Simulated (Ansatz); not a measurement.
# Energy landscape of NbInO4

4 relaxations of NbInO4 ended in 4 distinct structures. Method: r2SCAN (plane waves to 500 eV, PAW, scalar-relativistic; Ansatz, a quantum-chemistry and plane-wave program).

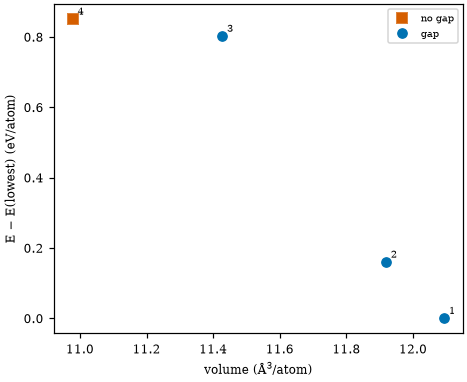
Figure: Energy against volume of the distinct structures, numbered as in the table

| # | space group | Pearson | type | E − E(lowest) (eV/atom) | V (Å³/atom) | gap (eV, no SOC) | runs ending here |
|---|---|---|---|---|---|---|---|
| 1 | P2/c | mP12 | – | 0.000 | 12.09 | 3.82 | 1 |
| 2 | P2₁ | mP12 | – | 0.160 | 11.92 | 3.33 | 1 |
| 3 | P4 | tP6 | – | 0.802 | 11.43 | 0.33 | 1 |
| 4 | P4/mmm | tP6 | – | 0.85 | 10.98 | 0.00 | 1 |

P2/c, mP12 is the lowest among the structures calculated here.

Space group P2/c (No. 13); a = 4.859 Å, b = 5.797 Å, c = 5.153 Å, α = 90.00°, β = 91.01°, γ = 90.00°

```tsv
atom	site	symmetry	x	y	z
Nb	2e	2	0.0000	0.1783	0.2500
In	2f	2	0.5000	0.6811	0.2500
O	4g	1	0.2597	0.3812	0.4015
O	4g	1	0.2148	0.1026	0.9385
```

Probably no minimum, since a slightly shaken restart fell lower: P4/mmm, tP6 (by 0.69 eV/atom, to P2₁).  1 generated cell of layers, chains or molecules, poorly bound without dispersion, is left out. Each run could gain symmetry but not lose that of its start, so entries can be saddle points. From databases, or of a type measured for this composition: P2/c, mP12; the others are generated cells (placed on structure types, drawn at random, substituted or restacked) that were not matched to a known phase here. Energies are at zero temperature and pressure, without zero-point motion. The runs use different k-meshes, so differences are rounded accordingly. No spin polarisation in the result. No Hubbard U is applied. Gaps of cells over 8 atoms come from the SCF mesh and high-symmetry points alone.
